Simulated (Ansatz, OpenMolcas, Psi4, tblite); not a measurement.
## GeO (SMILES [O]=[Ge]): methods side by side

The species is GeO (2 atoms), meant as a singlet with charge 0. As SMILES, `[O]=[Ge]`. Geometry: relaxed at PBE0-D4/def2-TZVP.

```xyz
2

O     0.0000    0.0000   -0.0230
Ge    0.0000    0.0000    1.5995
```

Quantity: the electronic atomisation energy, in eV. The values are calculated. Electronic energies at fixed atoms, without zero-point motion or spin-orbit coupling.

| level | kind | program | value (eV) | less CCSD(T)/cc-pVTZ | CPU time (all runs) |
| --- | --- | --- | --- | --- | --- |
| GFN2-xTB | semi-empirical | tblite | 10.53 | +3.80 | under 2 s |
| SVWN5/cc-pVTZ | LDA | OpenMolcas | 8.51 | +1.78 | 18 s |
| revPBE/cc-pVTZ | GGA | Psi4 | 6.95 | +0.22 | 100 s |
| TPSS/cc-pVTZ | meta-GGA | OpenMolcas | 6.92 | +0.19 | 29 s |
| BHLYP/cc-pVTZ | global hybrid | OpenMolcas | 5.93 | -0.80 | 19 s |
| wB97X/cc-pVTZ | range-separated hybrid | Psi4 | 6.93 | +0.20 | 1.9 min |
| B2PLYP/cc-pVTZ (density fitting for correlation) | double hybrid | Psi4 | 6.99 | +0.26 | 53 s |
| MP2/cc-pVTZ | perturbation theory | Psi4 | 7.33 | +0.60 | 1.7 min |
| CCSD(T)/cc-pVTZ, open shells restricted | coupled cluster or CI | OpenMolcas | 6.73 | 0.00 | 24 s |
| FCI/STO-3G | exact in the basis | Ansatz | 6.89 | +0.16 | 0.69 s |

Differences are taken from CCSD(T)/cc-pVTZ, open shells restricted for orientation; it has basis-set and higher-order errors of its own. All-electron rows without a relativistic Hamiltonian named are non-relativistic. The values span 5.93 to 10.53 eV. High-level rows in very small sets aren't better than simpler rows in larger ones. In the correlated wave-function rows the outer d shell of Ge is correlated, in sets not made for it. Times are those of the runs behind each value, whatever else they computed, on shared processors of several kinds: orders of magnitude only.

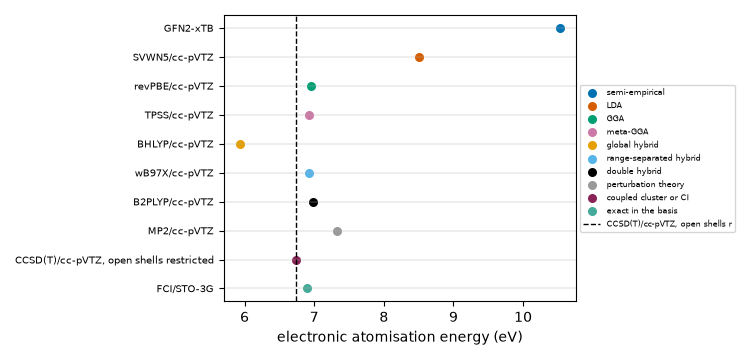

The values of the table, level by level.
